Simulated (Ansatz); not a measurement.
# Geometry relaxation of C10H4F (part 3 of 3)

C10H4F (slab, 30 atoms in the cell); DFT PBE-D3(BJ), scalar-relativistic, plane waves, PAW, PAW set soft_1, no spin polarisation (Ansatz 0.2.0); cutoff 420 eV, 2×2×1 k-mesh, Fermi–Dirac smearing of 0.05 eV. The input holds or restrains some coordinates. Forces given for the steps count only the free coordinates. It belongs to a series of runs on one base structure; here: start relaxed.

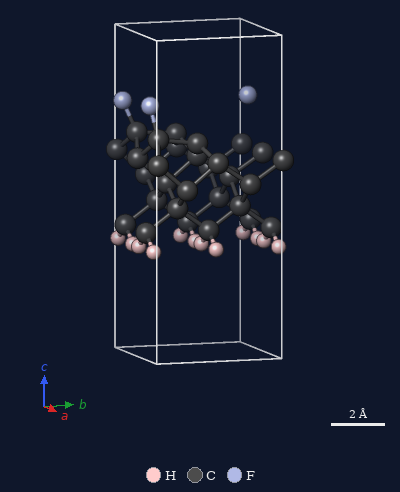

*The geometry at step 8 of the log (ball-and-stick view of the cell of the calculation, with the vacuum cut short, seen slightly off an axis).*

### Trajectory as extended XYZ, continued
```
30
Lattice="5.0487 0.0000 0.0000 0.0000 5.0487 0.0000 0.0000 0.0000 17.1647" Properties=species:S:1:pos:R:3:forces:R:3 step=4 energy=-6738.51807
H     2.1598    0.0000    1.0000   -8.9645  -0.0323   0.0940
H     0.3646    0.0000    1.0000    8.9965  -0.0424   0.0828
H     4.6842    0.0000    1.0000   -9.0035  -0.0435   0.0828
H     2.8890    0.0000    1.0000    8.9798  -0.0412   0.0922
H     2.1598    2.5244    1.0000   -8.9753   0.0458   0.1045
H     0.3646    2.5244    1.0000    8.9988   0.0523   0.0853
H     4.6842    2.5244    1.0000   -8.9984   0.0507   0.0885
H     2.8890    2.5244    1.0000    8.9889   0.0511   0.0957
C     1.2622    0.0000    1.6347   -0.0872  -0.2361   1.0781
C     3.7866    0.0000    1.6347    0.0819  -0.2465   1.0377
C     1.2622    2.5244    1.6347   -0.1011   0.2111   1.0931
C     3.7866    2.5244    1.6347    0.0547   0.2099   1.0818
C     1.2622    1.2622    2.5272   -0.0399   0.0583  -3.4642
C     3.7866    1.2622    2.5272   -0.0266  -0.0386  -3.6169
C     1.2622    3.7866    2.5272    0.0068   0.1646   1.1817
C     3.7866    3.7866    2.5272   -0.0282   0.1848   1.1879
C    -0.0045    1.2641    3.3354   -0.1056   0.0336   0.4000
C     2.5247    1.2642    3.3208   -0.0532   0.0022   0.4138
C    -0.0008    3.7943    3.5237   -0.0076   0.0367  -0.1418
C     2.5232    3.7921    3.5160   -0.0092   0.0645  -0.1626
C    -0.0029    0.0859    4.3810    0.0341  -0.3124  -0.2594
C     2.5196    0.0911    4.3618    0.0097  -0.2145  -0.5223
C     0.0049    2.4749    4.3727    0.0269   0.1085   0.2328
C     2.5228    2.4604    4.3470    0.0291   0.1541   0.2666
C     1.2563    0.5863    5.0337    0.0252  -0.9038   1.5018
C     3.7792    0.5702    5.0509   -0.7226  -0.7797   1.6057
C     1.2639    2.0079    5.0623    0.0156   0.5166  -0.5655
C     3.7890    1.9953    5.0288   -0.0564   0.8753  -0.5245
F     1.1229   -0.0249    7.0568   -1.2156  -0.2735  -1.0179
F     2.9693    0.3554    6.8914    2.1465   0.3445  -1.5336
30
Lattice="5.0487 0.0000 0.0000 0.0000 5.0487 0.0000 0.0000 0.0000 17.1647" Properties=species:S:1:pos:R:3:forces:R:3 step=5 energy=-6739.46750
H     2.1598    0.0000    1.0000   -8.9738  -0.0255   0.0996
H     0.3646    0.0000    1.0000    9.0095  -0.0379   0.0862
H     4.6842    0.0000    1.0000   -9.0097  -0.0367   0.0898
H     2.8890    0.0000    1.0000    8.9863  -0.0372   0.0989
H     2.1598    2.5244    1.0000   -8.9877   0.0392   0.1143
H     0.3646    2.5244    1.0000    9.0105   0.0508   0.0888
H     4.6842    2.5244    1.0000   -9.0063   0.0482   0.0938
H     2.8890    2.5244    1.0000    9.0023   0.0469   0.1029
C     1.2622    0.0000    1.6347   -0.1010  -0.2463   1.0702
C     3.7866    0.0000    1.6347    0.0916  -0.2565   1.0450
C     1.2622    2.5244    1.6347   -0.1229   0.2121   1.0887
C     3.7866    2.5244    1.6347    0.0622   0.2159   1.0721
C     1.2622    1.2622    2.5272   -0.1051   0.0680  -3.3617
C     3.7866    1.2622    2.5272   -0.0471   0.0164  -3.5008
C     1.2622    3.7866    2.5272   -0.0034   0.1642   1.1818
C     3.7866    3.7866    2.5272   -0.0293   0.1470   1.2044
C    -0.0064    1.2609    3.3394   -0.0982  -0.0847   0.5194
C     2.5233    1.2629    3.3217   -0.0973  -0.0738   0.4881
C    -0.0005    3.7941    3.5247    0.0034  -0.0050  -0.1649
C     2.5222    3.7936    3.5142   -0.0222   0.0024  -0.1874
C    -0.0040    0.0800    4.3851    0.1434  -0.2740  -0.5068
C     2.5192    0.0893    4.3559   -0.0410  -0.2128  -0.7371
C     0.0053    2.4762    4.3788   -0.0104   0.2279   0.2695
C     2.5221    2.4632    4.3515    0.0545   0.2558   0.2291
C     1.2574    0.5713    5.0449   -0.1123  -1.8803   2.6669
C     3.7756    0.5605    5.0555   -1.2041  -1.2230   3.0336
C     1.2640    2.0083    5.0677    0.0180   0.9879  -0.7038
C     3.7874    2.0054    5.0307   -0.0380   1.2274  -0.7229
F     1.1002   -0.1263    6.9126   -1.1485   0.2214  -2.2535
F     3.1237    0.3227    6.7834    2.7764   0.4622  -2.5019
30
Lattice="5.0487 0.0000 0.0000 0.0000 5.0487 0.0000 0.0000 0.0000 17.1647" Properties=species:S:1:pos:R:3:forces:R:3 step=6 energy=-6740.85077
H     2.1598    0.0000    1.0000   -8.9751  -0.0181   0.1023
H     0.3646    0.0000    1.0000    9.0115  -0.0389   0.0845
H     4.6842    0.0000    1.0000   -9.0057  -0.0303   0.0941
H     2.8890    0.0000    1.0000    8.9873  -0.0373   0.0982
H     2.1598    2.5244    1.0000   -8.9922   0.0357   0.1182
H     0.3646    2.5244    1.0000    9.0121   0.0487   0.0925
H     4.6842    2.5244    1.0000   -9.0064   0.0438   0.0999
H     2.8890    2.5244    1.0000    9.0068   0.0445   0.1044
C     1.2622    0.0000    1.6347   -0.1093  -0.2415   1.0673
C     3.7866    0.0000    1.6347    0.0868  -0.2507   1.0564
C     1.2622    2.5244    1.6347   -0.1199   0.1962   1.1090
C     3.7866    2.5244    1.6347    0.0549   0.2002   1.0919
C     1.2622    1.2622    2.5272   -0.1845   0.0372  -3.1660
C     3.7866    1.2622    2.5272   -0.0633   0.0085  -3.2814
C     1.2622    3.7866    2.5272   -0.0206   0.1812   1.1169
C     3.7866    3.7866    2.5272   -0.0262   0.1367   1.1569
C    -0.0080    1.2564    3.3471   -0.1060  -0.1083   0.4139
C     2.5209    1.2590    3.3270   -0.1283  -0.0675   0.4912
C     0.0000    3.7952    3.5220   -0.0054  -0.0341  -0.1356
C     2.5209    3.7948    3.5103   -0.0216  -0.0424  -0.1572
C    -0.0042    0.0758    4.3842    0.1581  -0.0972  -0.6403
C     2.5170    0.0859    4.3531    0.0551  -0.1577  -0.6023
C     0.0049    2.4838    4.3846   -0.0210   0.0867   0.0839
C     2.5210    2.4700    4.3546    0.0318   0.1619   0.1265
C     1.2554    0.5469    5.0720   -0.4156  -2.0405   3.1530
C     3.7729    0.5468    5.0759   -1.3246  -1.0632   3.7798
C     1.2630    2.0161    5.0677    0.0331   0.9042  -0.5615
C     3.7860    2.0229    5.0256   -0.0400   1.0846  -0.7168
F     1.0190   -0.1604    6.7620   -0.0125   0.8718  -3.0607
F     3.3082    0.3061    6.7179    2.1398   0.1861  -3.1184
30
Lattice="5.0487 0.0000 0.0000 0.0000 5.0487 0.0000 0.0000 0.0000 17.1647" Properties=species:S:1:pos:R:3:forces:R:3 step=7 energy=-6742.58329
H     2.1598    0.0000    1.0000   -8.9704  -0.0173   0.1031
H     0.3646    0.0000    1.0000    9.0040  -0.0370   0.0867
H     4.6842    0.0000    1.0000   -8.9944  -0.0293   0.0976
H     2.8890    0.0000    1.0000    8.9819  -0.0365   0.0996
H     2.1598    2.5244    1.0000   -8.9895   0.0321   0.1256
H     0.3646    2.5244    1.0000    9.0090   0.0437   0.0997
H     4.6842    2.5244    1.0000   -9.0003   0.0375   0.1107
H     2.8890    2.5244    1.0000    9.0075   0.0399   0.1092
C     1.2622    0.0000    1.6347   -0.1008  -0.2266   1.0981
C     3.7866    0.0000    1.6347    0.0724  -0.2349   1.0978
C     1.2622    2.5244    1.6347   -0.1181   0.1713   1.1840
C     3.7866    2.5244    1.6347    0.0274   0.1755   1.1663
C     1.2622    1.2622    2.5272   -0.2646  -0.0731  -2.7259
C     3.7866    1.2622    2.5272   -0.1484  -0.0923  -2.8150
C     1.2622    3.7866    2.5272   -0.0489   0.2189   1.2020
C     3.7866    3.7866    2.5272   -0.0486   0.1359   1.2379
C    -0.0106    1.2504    3.3593   -0.1345  -0.1757   0.4158
C     2.5175    1.2530    3.3410   -0.0956  -0.1443   0.5126
C    -0.0017    3.7954    3.5244   -0.0398  -0.1128  -0.1185
C     2.5195    3.7951    3.5134   -0.0468  -0.1208  -0.1307
C    -0.0137    0.0735    4.3957    0.1977   0.0049  -0.9614
C     2.5122    0.0815    4.3701   -0.0023  -0.1200  -0.9842
C     0.0010    2.4837    4.3935   -0.0220  -0.0447  -0.2334
C     2.5177    2.4714    4.3649   -0.0416   0.0241  -0.1245
C     1.2421    0.5128    5.1285   -0.5185  -1.7835   2.5371
C     3.7586    0.5266    5.1473   -1.1379  -0.3571   2.0496
C     1.2579    2.0199    5.0752    0.0247   1.0370  -0.3190
C     3.7800    2.0348    5.0315    0.0841   1.2360  -0.7895
F     1.0246   -0.1117    6.5838    0.6138   1.0271  -2.6811
F     3.4199    0.3065    6.5582    1.7001  -0.5787  -1.4480
30
Lattice="5.0487 0.0000 0.0000 0.0000 5.0487 0.0000 0.0000 0.0000 17.1647" Properties=species:S:1:pos:R:3:forces:R:3 step=8 energy=-6743.26572
H     2.1598    0.0000    1.0000   -8.9714  -0.0183   0.1029
H     0.3646    0.0000    1.0000    9.0005  -0.0302   0.0903
H     4.6842    0.0000    1.0000   -8.9878  -0.0279   0.1008
H     2.8890    0.0000    1.0000    8.9804  -0.0309   0.1026
H     2.1598    2.5244    1.0000   -8.9871   0.0284   0.1312
H     0.3646    2.5244    1.0000    9.0083   0.0361   0.1081
H     4.6842    2.5244    1.0000   -8.9999   0.0305   0.1177
H     2.8890    2.5244    1.0000    9.0115   0.0328   0.1129
C     1.2622    0.0000    1.6347   -0.0829  -0.1968   1.0798
C     3.7866    0.0000    1.6347    0.0568  -0.2044   1.1020
C     1.2622    2.5244    1.6347   -0.1080   0.1309   1.2028
C     3.7866    2.5244    1.6347    0.0065   0.1351   1.1776
C     1.2622    1.2622    2.5272   -0.3642  -0.1627  -2.4733
C     3.7866    1.2622    2.5272   -0.2629  -0.1396  -2.5083
C     1.2622    3.7866    2.5272   -0.0950   0.2402   0.9688
C     3.7866    3.7866    2.5272   -0.0805   0.0922   1.0062
C    -0.0131    1.2438    3.3707   -0.0310  -0.1121  -0.0510
C     2.5123    1.2464    3.3558    0.0138  -0.1041   0.0679
C    -0.0028    3.7956    3.5129   -0.0895  -0.0387  -0.1015
C     2.5162    3.7947    3.5028   -0.0004  -0.0596  -0.0761
C    -0.0216    0.0739    4.3789    0.0518   0.1333  -0.5108
C     2.5050    0.0775    4.3591   -0.0003  -0.0068  -0.1487
C    -0.0011    2.4900    4.3842    0.0215  -0.0845  -0.4031
C     2.5132    2.4804    4.3605   -0.0944  -0.0214  -0.3050
C     1.2274    0.4680    5.1896   -0.1672   0.3908  -2.1550
C     3.7407    0.5103    5.2021   -0.1098   0.6773  -2.0028
C     1.2535    2.0404    5.0658    0.0218   0.6952   0.1151
C     3.7764    2.0691    5.0082   -0.0543   0.2661   0.2070
F     1.0701   -0.0442    6.4095    0.5046  -0.5920   1.6725
F     3.5294    0.2487    6.4985    0.8093  -1.0581   1.2677
30
Lattice="5.0487 0.0000 0.0000 0.0000 5.0487 0.0000 0.0000 0.0000 17.1647" Properties=species:S:1:pos:R:3:forces:R:3 step=9 energy=-6743.58456
H     2.1598    0.0000    1.0000   -8.9881  -0.0160   0.1021
H     0.3646    0.0000    1.0000    9.0082  -0.0301   0.0921
H     4.6842    0.0000    1.0000   -8.9985  -0.0248   0.1024
H     2.8890    0.0000    1.0000    8.9920  -0.0290   0.1016
H     2.1598    2.5244    1.0000   -9.0080   0.0355   0.1209
H     0.3646    2.5244    1.0000    9.0173   0.0354   0.1144
H     4.6842    2.5244    1.0000   -9.0120   0.0340   0.1157
H     2.8890    2.5244    1.0000    9.0170   0.0356   0.1150
C     1.2622    0.0000    1.6347   -0.0456  -0.1988   0.9540
C     3.7866    0.0000    1.6347    0.0360  -0.2036   0.9670
C     1.2622    2.5244    1.6347   -0.0291   0.1291   1.0392
C     3.7866    2.5244    1.6347    0.0110   0.1325   1.0237
C     1.2622    1.2622    2.5272   -0.2665  -0.0048  -3.0695
C     3.7866    1.2622    2.5272   -0.2289  -0.0041  -3.1085
C     1.2622    3.7866    2.5272   -0.0553   0.1931   0.4600
C     3.7866    3.7866    2.5272   -0.0481   0.0976   0.5016
C    -0.0104    1.2495    3.3498    0.2327   0.0564  -0.1454
C     2.5164    1.2496    3.3435    0.0917   0.0024  -0.0666
C    -0.0017    3.7975    3.4879    0.0780   0.0573   0.0099
C     2.5202    3.7949    3.4839    0.0413   0.0439   0.0203
C    -0.0021    0.0800    4.3255   -0.0155   0.1583   0.2019
C     2.5210    0.0778    4.3235    0.0671   0.1552   0.3080
C     0.0056    2.4998    4.3528   -0.0015  -0.1646  -0.0109
C     2.5201    2.4894    4.3355    0.0541  -0.0707   0.1059
C     1.2562    0.4793    5.1277   -0.3700  -0.3307   0.3105
C     3.7807    0.5080    5.1322   -0.3147  -0.0470   0.4587
C     1.2644    2.0667    5.0411   -0.0419   0.0492   0.0489
C     3.7880    2.0818    4.9945   -0.1060  -0.1395   0.2318
F     1.1477   -0.0721    6.4044    0.5377   0.2628  -0.4095
F     3.6863    0.1304    6.4723    0.3457  -0.2144  -0.6954
30
Lattice="5.0487 0.0000 0.0000 0.0000 5.0487 0.0000 0.0000 0.0000 17.1647" Properties=species:S:1:pos:R:3:forces:R:3 step=10 energy=-6743.67722
H     2.1598    0.0000    1.0000   -8.9945  -0.0222   0.1049
H     0.3646    0.0000    1.0000    8.9977  -0.0294   0.1013
H     4.6842    0.0000    1.0000   -9.0002  -0.0268   0.1027
H     2.8890    0.0000    1.0000    8.9931  -0.0270   0.1039
H     2.1598    2.5244    1.0000   -9.0145   0.0335   0.1154
H     0.3646    2.5244    1.0000    9.0112   0.0315   0.1169
H     4.6842    2.5244    1.0000   -9.0159   0.0332   0.1130
H     2.8890    2.5244    1.0000    9.0116   0.0316   0.1170
C     1.2622    0.0000    1.6347   -0.0158  -0.1978   0.9999
C     3.7866    0.0000    1.6347    0.0212  -0.2006   1.0037
C     1.2622    2.5244    1.6347    0.0041   0.1347   1.0275
C     3.7866    2.5244    1.6347    0.0200   0.1381   1.0276
C     1.2622    1.2622    2.5272    0.0135   0.0530  -2.9703
C     3.7866    1.2622    2.5272    0.0392   0.0465  -2.9784
C     1.2622    3.7866    2.5272    0.1026   0.0041   0.5797
C     3.7866    3.7866    2.5272    0.1030  -0.0100   0.6022
C     0.0005    1.2507    3.3509    0.0359  -0.1361  -0.0778
C     2.5250    1.2498    3.3471    0.0166  -0.1343   0.0244
C     0.0074    3.7917    3.4901   -0.1230  -0.0227   0.0232
C     2.5284    3.7901    3.4892   -0.0289   0.0169   0.0148
C     0.0093    0.0748    4.3257   -0.1276  -0.0567  -0.1296
C     2.5312    0.0739    4.3269   -0.0222  -0.0321  -0.1849
C     0.0085    2.4794    4.3601   -0.0327   0.1442  -0.0247
C     2.5296    2.4770    4.3523   -0.0168   0.0849   0.0556
C     1.2683    0.4622    5.1266    0.0300   0.0201   0.1491
C     3.7951    0.4678    5.1308   -0.0823   0.0672   0.0793
C     1.2690    2.0575    5.0488    0.0172  -0.0430  -0.1157
C     3.7928    2.0572    5.0297   -0.0135  -0.0065   0.0330
F     1.2577   -0.0813    6.3918    0.0419   0.0889   0.0498
F     3.7849   -0.0334    6.4134    0.0293   0.0182  -0.0667
30
Lattice="5.0487 0.0000 0.0000 0.0000 5.0487 0.0000 0.0000 0.0000 17.1647" Properties=species:S:1:pos:R:3:forces:R:3 step=11 energy=-6743.68253
H     2.1598    0.0000    1.0000   -8.9953  -0.0256   0.1009
H     0.3646    0.0000    1.0000    8.9985  -0.0256   0.1006
H     4.6842    0.0000    1.0000   -8.9971  -0.0261   0.1013
H     2.8890    0.0000    1.0000    8.9953  -0.0259   0.1021
H     2.1598    2.5244    1.0000   -9.0142   0.0337   0.1180
H     0.3646    2.5244    1.0000    9.0162   0.0330   0.1168
H     4.6842    2.5244    1.0000   -9.0144   0.0331   0.1183
H     2.8890    2.5244    1.0000    9.0155   0.0341   0.1174
C     1.2622    0.0000    1.6347   -0.0050  -0.2102   0.9638
C     3.7866    0.0000    1.6347    0.0058  -0.2097   0.9629
C     1.2622    2.5244    1.6347   -0.0051   0.1351   1.0322
C     3.7866    2.5244    1.6347   -0.0033   0.1342   1.0290
C     1.2622    1.2622    2.5272   -0.0212   0.0275  -3.0419
C     3.7866    1.2622    2.5272   -0.0266   0.0291  -3.0502
C     1.2622    3.7866    2.5272   -0.0259   0.0620   0.5453
C     3.7866    3.7866    2.5272   -0.0246   0.0554   0.5417
C    -0.0010    1.2464    3.3456    0.0189   0.1000   0.0431
C     2.5238    1.2465    3.3462   -0.0003   0.1226  -0.0557
C    -0.0022    3.7947    3.4885    0.0590  -0.0041   0.0247
C     2.5237    3.7945    3.4875   -0.0175  -0.0174   0.0209
C    -0.0028    0.0775    4.3227    0.0496   0.0647   0.0753
C     2.5220    0.0784    4.3205    0.0479  -0.0027   0.1517
C    -0.0006    2.4906    4.3565   -0.0040  -0.1408  -0.0581
C     2.5237    2.4880    4.3533   -0.0168  -0.0656  -0.0466
C     1.2619    0.4780    5.1289   -0.0852  -0.0799  -0.0258
C     3.7839    0.4787    5.1294    0.0280  -0.0323  -0.0258
C     1.2617    2.0643    5.0326   -0.0110   0.0411   0.0067
C     3.7851    2.0668    5.0295    0.0213  -0.0244   0.0399
F     1.2599   -0.0321    6.4063    0.0186   0.0035  -0.0015
F     3.7842   -0.0226    6.4096   -0.0069  -0.0192  -0.0067
30
Lattice="5.0487 0.0000 0.0000 0.0000 5.0487 0.0000 0.0000 0.0000 17.1647" Properties=species:S:1:pos:R:3:forces:R:3 step=12 energy=-6743.68429
H     2.1598    0.0000    1.0000   -8.9961  -0.0259   0.1020
H     0.3646    0.0000    1.0000    8.9967  -0.0263   0.1019
H     4.6842    0.0000    1.0000   -8.9968  -0.0262   0.1019
H     2.8890    0.0000    1.0000    8.9960  -0.0261   0.1022
H     2.1598    2.5244    1.0000   -9.0139   0.0326   0.1169
H     0.3646    2.5244    1.0000    9.0140   0.0327   0.1168
H     4.6842    2.5244    1.0000   -9.0141   0.0328   0.1168
H     2.8890    2.5244    1.0000    9.0140   0.0326   0.1170
C     1.2622    0.0000    1.6347   -0.0011  -0.2065   0.9804
C     3.7866    0.0000    1.6347    0.0018  -0.2066   0.9803
C     1.2622    2.5244    1.6347   -0.0005   0.1364   1.0350
C     3.7866    2.5244    1.6347    0.0007   0.1366   1.0343
C     1.2622    1.2622    2.5272   -0.0001   0.0161  -3.0136
C     3.7866    1.2622    2.5272    0.0002   0.0171  -3.0157
C     1.2622    3.7866    2.5272    0.0018   0.0428   0.5803
C     3.7866    3.7866    2.5272    0.0010   0.0419   0.5800
C    -0.0001    1.2476    3.3473    0.0036   0.0019   0.0112
C     2.5244    1.2477    3.3471   -0.0005  -0.0062   0.0140
C     0.0000    3.7929    3.4896    0.0020  -0.0048  -0.0058
C     2.5245    3.7927    3.4896   -0.0015  -0.0031  -0.0091
C     0.0000    0.0763    4.3254    0.0043  -0.0095   0.0250
C     2.5245    0.0763    4.3258    0.0007  -0.0074   0.0074
C     0.0004    2.4839    4.3542   -0.0036   0.0101   0.0172
C     2.5246    2.4834    4.3532    0.0008   0.0152   0.0245
C     1.2624    0.4734    5.1323   -0.0002   0.0097  -0.0234
C     3.7868    0.4732    5.1327   -0.0035   0.0136  -0.0276
C     1.2626    2.0627    5.0347   -0.0044  -0.0121  -0.0179
C     3.7868    2.0627    5.0342   -0.0008  -0.0124  -0.0106
F     1.2625   -0.0334    6.4110   -0.0025  -0.0007  -0.0172
F     3.7867   -0.0333    6.4115    0.0019   0.0019  -0.0242
```

### Summary

- outcome: converged under the restraints of the input
- electrons treated: 102
- free energy: −6743.6843 eV
- Fermi energy: 1.496 eV
- final volume: 437.52 Å³
- largest force (length of the vector) at the end, held atoms and coordinates included: 9.015 eV/Å
- hardware: 1 thread of Arm Neoverse V1, 24 GiB of memory available, shared host
- wall time: 2.3 min
- peak memory: 0.63 GiB

Warnings of the run: the exchange-correlation potential is rough where the density is thin. The input asks for low accuracy. The k-point mesh is coarse for a cell of this size, so the results may not be converged.
